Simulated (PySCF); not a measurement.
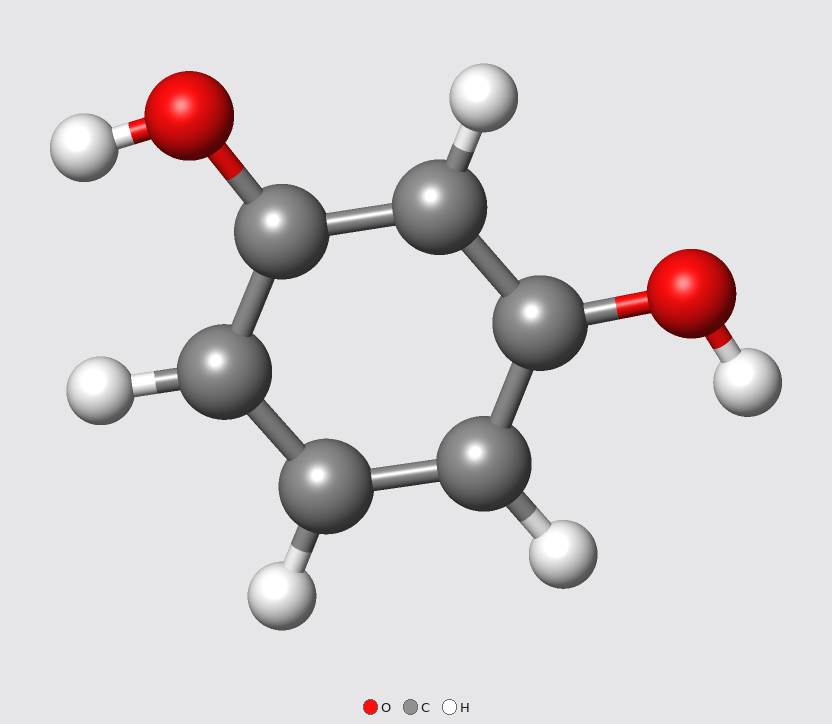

Figure made from data computed with PySCF.

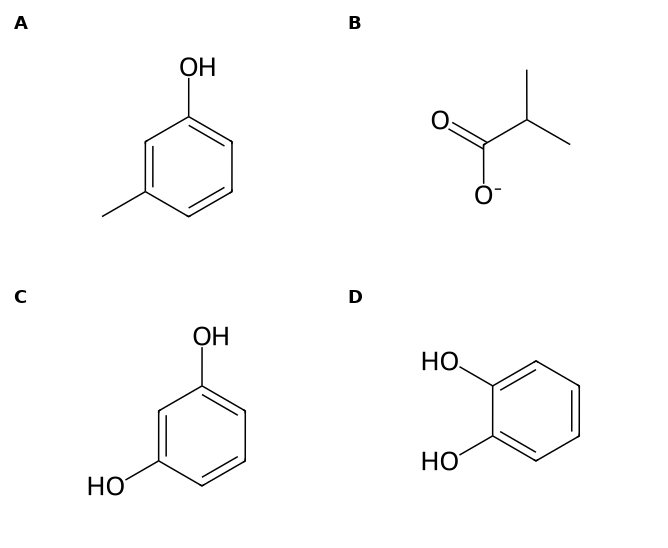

**The first picture shows one of the molecules drawn in the second. Which?**

C, `Oc1cccc(O)c1`.
